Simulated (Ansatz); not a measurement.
The starting structures come from a database of crystals and need not be the phases stable at ambient conditions.

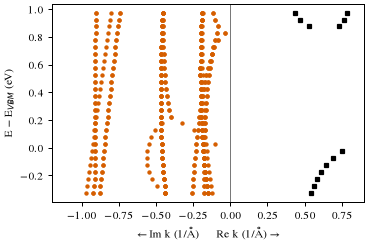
*Complex bands at the centre of the two-dimensional zone; r2SCAN run with Ansatz (a quantum-chemistry and plane-wave program)*

The gap is the functional's own. No spin-orbit coupling. Mid-gap values are interpolated on the energy grid.

Question: This is Tl₂CdSnTe₄ (I-42m, not sure to be the ambient phase, 8 atoms a cell, 34.5 Å³ an atom) along the normal of (001). Read off the slowest decay at the centre of the two-dimensional zone at 0.33 eV, the computed energy nearest the middle of the gap.

Answer: κ ≈ 0.16 1/Å, a decay length 1/(2κ) of the density of 3.1 Å.
